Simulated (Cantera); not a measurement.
Feed: 1 mol AlN, 0.34 mol H2O, a varied amount of O2, at 973 K and 1.40 bar.

Method: chemical equilibrium by Gibbs-energy minimisation in Cantera with the NASA 1993 tables (ideal gas, pure condensed phases). Candidate condensed phases: Al, AlN, Al2O3, H2O; 35 gas species. Kinetics and transport are ignored.

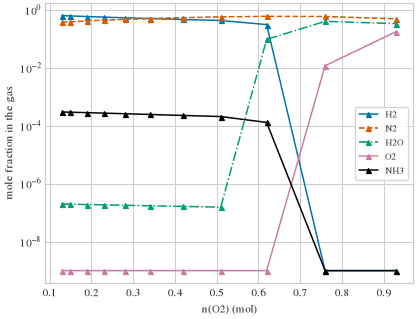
Equilibrium gas composition (values under 1e-9 drawn at 1e-9)

From 0.13 mol O2 to 0.51 mol O2 the condensed part is AlN(s) + Al2O3(s). From 0.62 mol O2 to 0.93 mol O2 the condensed part is Al2O3(s).
